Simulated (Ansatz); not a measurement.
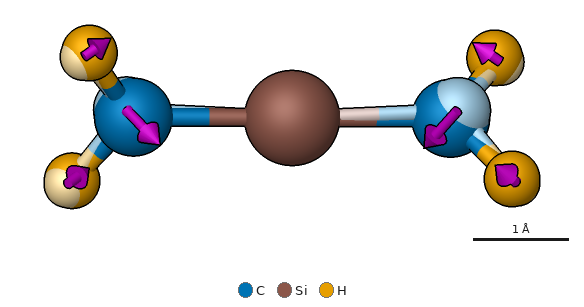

A relaxation of C2H4Si. The starting structure is drawn faded, the final one solid; purple arrows show the displacements, 5 times their true length. The two geometries are superimposed by the best rigid fit.

The picture is a ball-and-stick view, seen face on.

Level of theory: Ansatz, RKS PBE0-D4/def2-TZVP. (force threshold 0.005 eV/Å; at most 200 steps)

> What happened in the run?

After 4 accepted moves (5 points after the start) the energy has fallen by 19.2 kJ/mol. The largest force component goes from 1.5 to 0.004 eV/Å. The line search rejected the trial step at point 1 of the run. The largest moves after the best rigid fit, 0.13 Å, are those of C atoms. By element the largest moves are C 0.13 Å, H 0.08 Å. Si stays in place. Among the contacts that change: C–Si 1.752 → 1.686 Å. Bond angles that change, for instance: C–Si–C 174.5° → 179.8°, H–C–H 115.1° → 117.7°. Cost: 13 s on 2 threads of Arm Neoverse V1 (shared host).
